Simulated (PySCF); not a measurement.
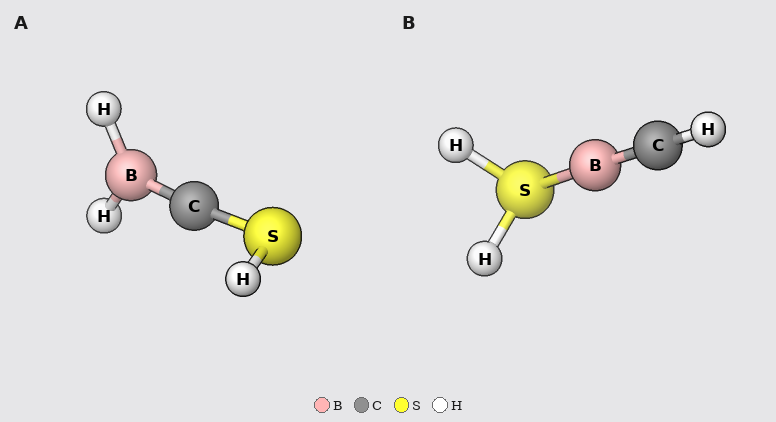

2 stationary structures of one formula. Geometries: PBE-D4/def2-SVP. Electronic energies: PBE-D4/def2-SVP (PySCF 2.14.0), without zero-point energy. No frequency run is at hand to confirm each as a minimum.

Which is lowest in energy, and by how much?

Answer. A is lowest (Cs); B lies 37.2 kcal/mol above it (Cs).
